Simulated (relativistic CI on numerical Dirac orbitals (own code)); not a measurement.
Tc⁴⁺: relativistic CI calculation

System: Tc⁴⁺.
Method: Dirac-Coulomb-Breit CI, KLI orbitals optimised for each configuration, model QED (radiative potential, 1s self-energy scaled to tabulated hydrogen-like ionisation energies), valence Slater integrals scaled by 0.8, one configuration in a parametric crystal field (relativistic CI on numerical Dirac orbitals, in-house).

**Input**
```
atom Tc  Z=43  charge=4  electrons=39
nucleus A=97  rms_radius_fm=4.4112
hamiltonian dirac-coulomb  breit=on  qed=on  c_scale=1
orbitals kli  potential=per-configuration
slater_scale 0.8
correlation none
mixing on
configurations
  [Kr] 4d3
end
crystal_field Oh 10Dq=47850
```

The program writes its results to a structured record and prints no log; tables and figures of this report are taken from that record.

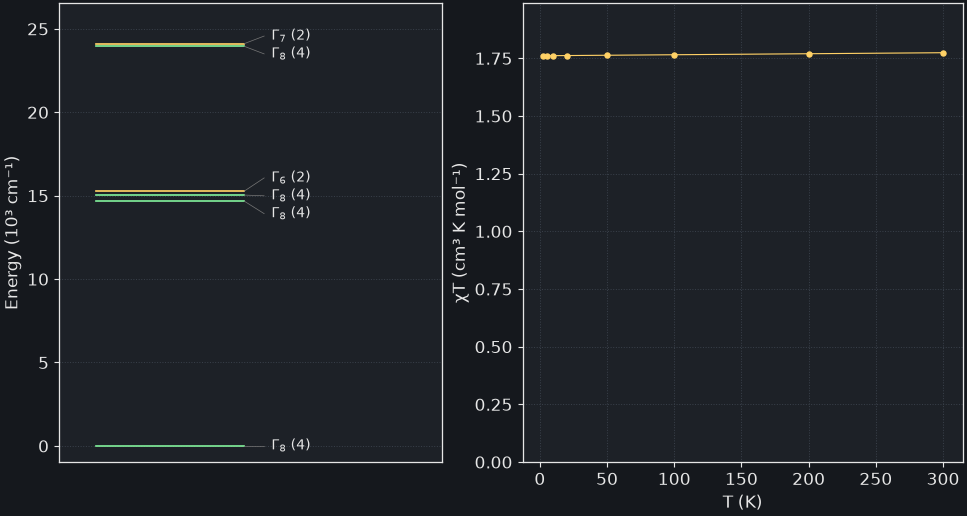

Tc⁴⁺ (4d³) in a field of Oh symmetry with 10Dq = 47,850 cm⁻¹. Labels give the double-group representation and, in brackets, the degeneracy; the lowest 6 of 39 levels are drawn. One open-shell configuration in a parametric field without covalency; powder susceptibility by Van Vleck's formula. The ground level is Γ₈, a quartet, with total spin S = 1.50 (from expectation values). The next level lies at 14,700 cm⁻¹ (Γ₈). The field lowers the ground state by 55,100 cm⁻¹ against the free ion. χT is 1.76 cm³ K mol⁻¹ at 2 K, 1.76 at 50 K and 1.77 at 300 K, an effective moment of 3.77 μB at room temperature.

**Results in brief**

| quantity | value |
| --- | --- |
| outcome | converged |
| levels computed | 39 |
| hardware | 1 CPU thread, shared host |
